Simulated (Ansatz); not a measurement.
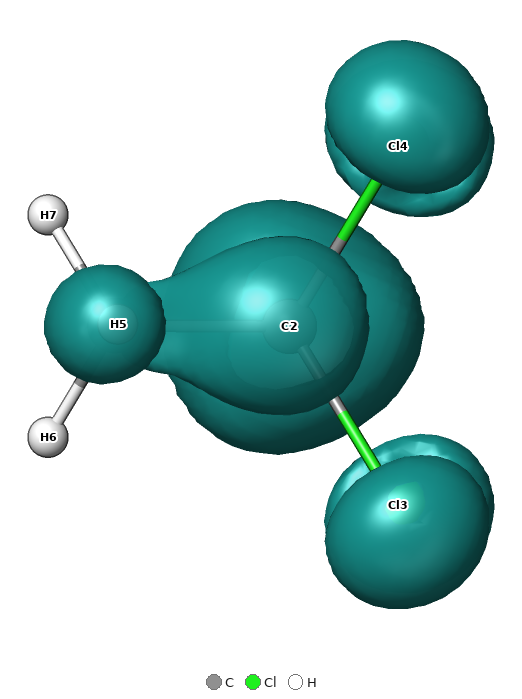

*C$_{2}$H$_{3}$Cl$_{2}$ (SMILES C[C](Cl)Cl) (doublet). Isosurface of the spin density (α minus β) at +0.02 e/Å³ (teal), seen across its widest extent.*

Theory: SCF PBE, Gaussian basis (Ansatz 0.2.0).

```xyz
7

C    -0.6499   -0.2636   -0.0806
C     0.7433    0.2488   -0.4108
Cl    1.9788   -0.7514    0.3932
Cl    0.9210    1.9428    0.1106
H    -0.8298   -0.2194    1.0147
H    -0.7540   -1.3135   -0.4260
H    -1.4096    0.3563   -0.6011
```

**Where is the unpaired spin?**

The unpaired spin (1 electron) lies mostly on C2 (about 0.6), Cl3 (about 0.1) and Cl4 (about 0.1), in electrons by Hirshfeld's partition.
